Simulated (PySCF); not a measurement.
Ge(H)(OMe), SMILES [GeH][O]C (CH4GeO) at its PBE0/def2-SVP optimised geometry (Å):

```
7

Ge    -1.5854    -1.0279     0.0000
H     -1.7282     0.5879     0.0000
O      0.1929    -1.0279     0.0000
C      1.0752     0.0573     0.0005
H      1.7244     0.0142     0.8920
H      1.7282     0.0116    -0.8881
H      0.5450     1.0279    -0.0020
```

Method: PySCF with PBE0/def2-TZVP.

Map of the electrostatic potential (hartree/e), clipped to [-0.08, 0.12] on the plane z = 0.8 Å:

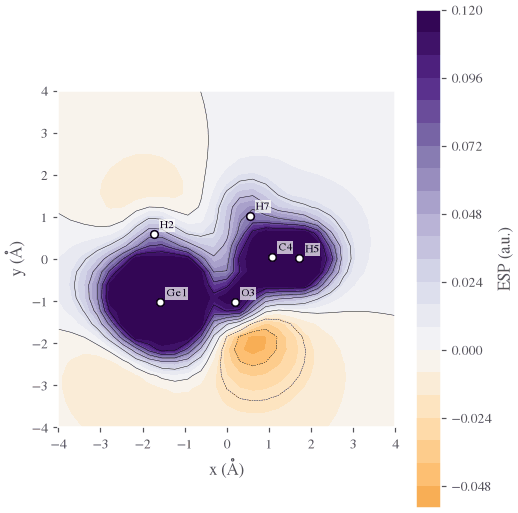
Electrostatic potential (hartree/e), clipped to [-0.08, 0.12] on the plane z = 0.8 Å.
